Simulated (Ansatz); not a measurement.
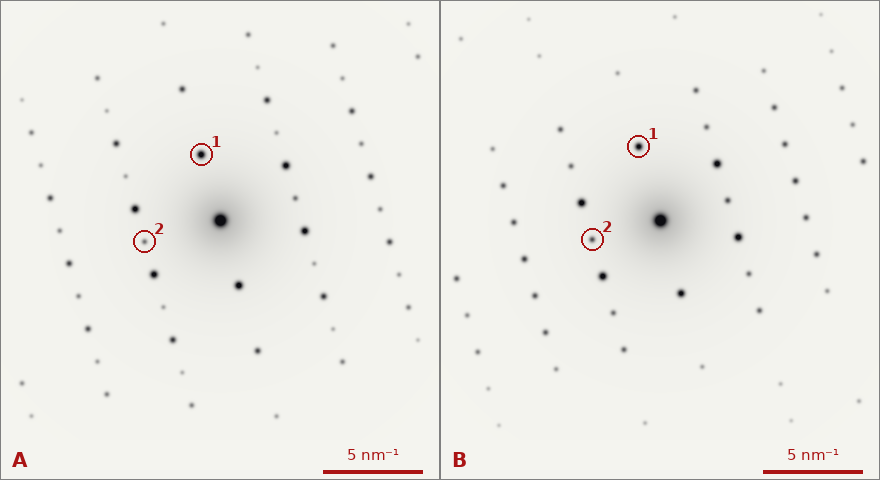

Kinematic electron diffraction patterns (300 kV, B = 0.5 Å², same scale) along [101] of the run's own cell, for the start and the end of one relaxation of Ga2H with DFT PBE, scalar-relativistic, plane waves, PAW (Ansatz 0.2.0). k mesh 8×8×12. The start is a generated model structure, and the relaxation ends in the nearest stationary point of its symmetry, not necessarily the ground state. Spot 1 is 0 -2 0 and spot 2 is 1 0 -1 in both.

Start structure:

```
Ga H
1.0
     5.14325    0.00000    0.00000
     0.00000    5.14325    0.00000
     0.00000    0.00000    3.31277
Ga H
4 2
Cartesian
  1.5738 1.5738 0.0000
  0.9978 4.1455 1.6564
  3.5694 3.5694 0.0000
  4.1455 0.9978 1.6564
  0.0000 0.0000 0.0000
  2.5716 2.5716 1.6564
```

Q: Which pattern belongs to the start structure, and which to the relaxed one?

A: B is the start: its cell gives d(1) = 2.572 Å, d(2) = 2.785 Å and an angle of 90.0°. A is the relaxed structure, with d(1) = 2.885 Å (+12.2 %), d(2) = 2.503 Å (-10.1 %) and 90.0°.

Q: Name reflections whose intensity changes strongly on relaxation.

A: 0 4 0 goes from 1.4 to 19 % of the strongest spot; 2 1 -2 goes from 14 to 3.5 % of the strongest spot; 1 3 -1 goes from 9.9 to 26 % of the strongest spot.

Q: What did the relaxation do to the structure and the energy?

A: The volume changed by +5.5 % to 15.42 Å³ an atom; with the mean shift removed, the atoms moved by up to 0.72 Å relative to the cell (Ga most); the space group stayed P4_2/mnm (No. 136); the free energy fell by 81 meV an atom. Relaxed cell: a = 5.770 Å, b = 5.770 Å, c = 2.778 Å, α = 90.00°, β = 90.00°, γ = 90.00°.
